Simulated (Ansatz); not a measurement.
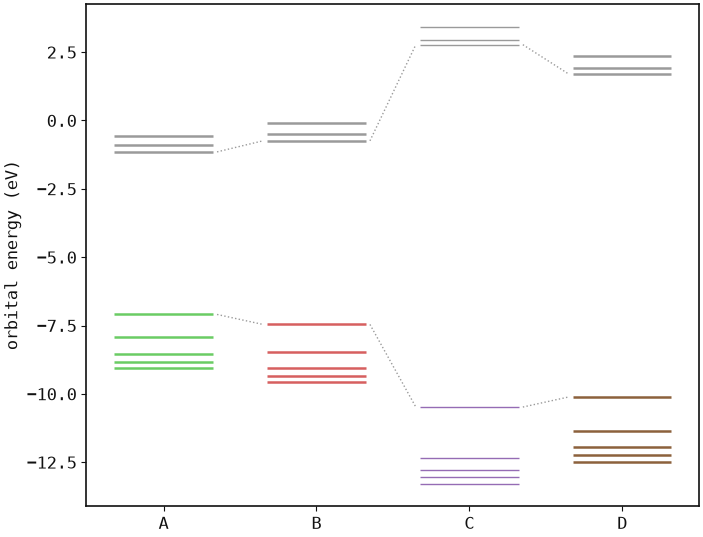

Frontier orbital energies of BSi₂NH₈, SMILES BN[SiH2][SiH3] at one geometry, def2-TZVPP, the Ansatz code, at a PBE0-D4/def2-TZVP geometry (a minimum by its frequencies). Empty levels are grey, levels within 0.1 eV stand side by side; all columns show the same few orbitals around the gap. Dotted lines join the HOMOs and the LUMOs.

> The columns come from B97M-V, HF, HSE06 and ωB97X-V. Which is which?

A: B97M-V (HOMO −7.10, LUMO −1.15, separation 5.95 eV)
B: HSE06 (HOMO −7.46, LUMO −0.74, separation 6.72 eV)
C: HF (HOMO −10.48, LUMO 2.77, separation 13.26 eV)
D: ωB97X-V (HOMO −10.11, LUMO 1.70, separation 11.81 eV)

Caveats, for all or some of the runs: empty levels above zero depend strongly on the basis; one conformer of a flexible molecule.
